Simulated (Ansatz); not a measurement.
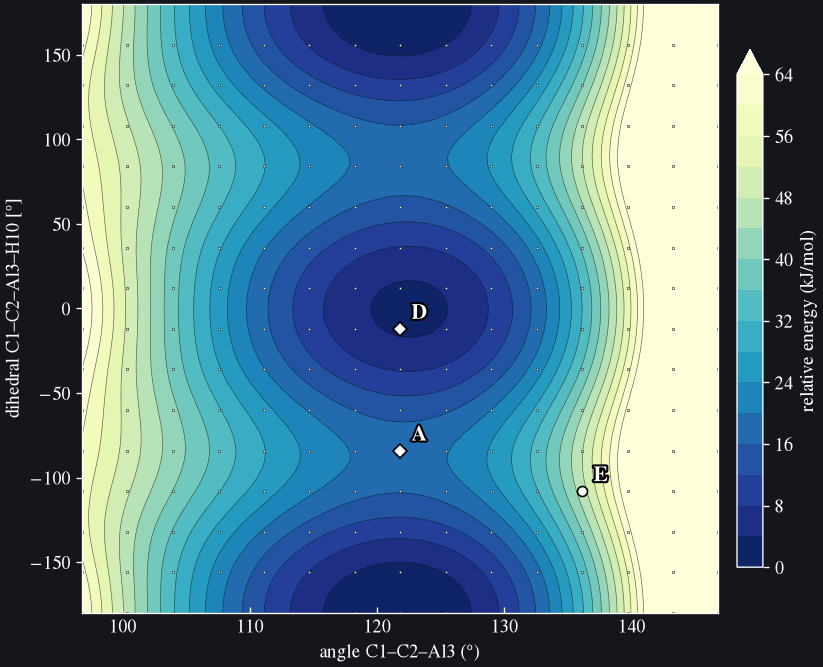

C3H5AlClF, SMILES C[C]([AlH2])=C(F)Cl. 
- Coordinates scanned: (1) angle C1–C2–Al3; (2) dihedral C1–C2–Al3–H10.
- Nothing is relaxed (all other coordinates rigid).
- The grid has 15 × 15 points.
- Points are written as (first, second).
- Energies: kJ/mol, counted from the relaxed molecule at the same level.
- Theory: RKS SPW92 (LDA)/def2-SVP in Ansatz 0.2.0.

Drawn: filled contours, dots at the grid points, one colour for all values above the top of the scale, lettered points. Between grid points the surface is interpolated.

Q: Rank the lettered points by energy, lowest first.

A: D (3.5 kJ/mol), A (18 kJ/mol), E (46 kJ/mol).

Q: What kind of point is each of A, D, E: minimum, saddle, maximum or slope?

A: A: saddle point; D: minimum; E: on a slope. (In these two coordinates alone; a stationary point may lie a little off the grid point.)
